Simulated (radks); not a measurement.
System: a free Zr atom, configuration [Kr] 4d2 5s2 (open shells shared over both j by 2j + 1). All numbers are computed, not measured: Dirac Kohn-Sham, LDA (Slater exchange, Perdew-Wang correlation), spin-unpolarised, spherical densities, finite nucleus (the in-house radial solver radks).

```
Z 40
configuration [Kr] 4d2 5s2
relativity Dirac
functional lda,pw
spin unpolarised
j_filling average
nucleus finite rms 4.2694 fm
c 137.035999084
```

Wanted: the number of electrons inside radius r (solid) and the radial density 4πr²ρ (dashed).

The count levels off at 40 electrons. Half of them lie within 0.445 bohr, 90 % within 1.90 bohr and 99 % within 4.93 bohr. The radial density has minima at 0.0528 and 0.236 bohr, where the count stands at 2.1 and 11.1; these part the shells that the density resolves.

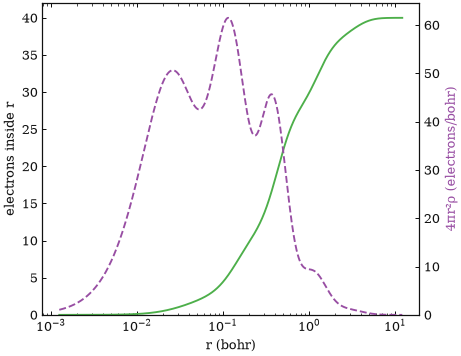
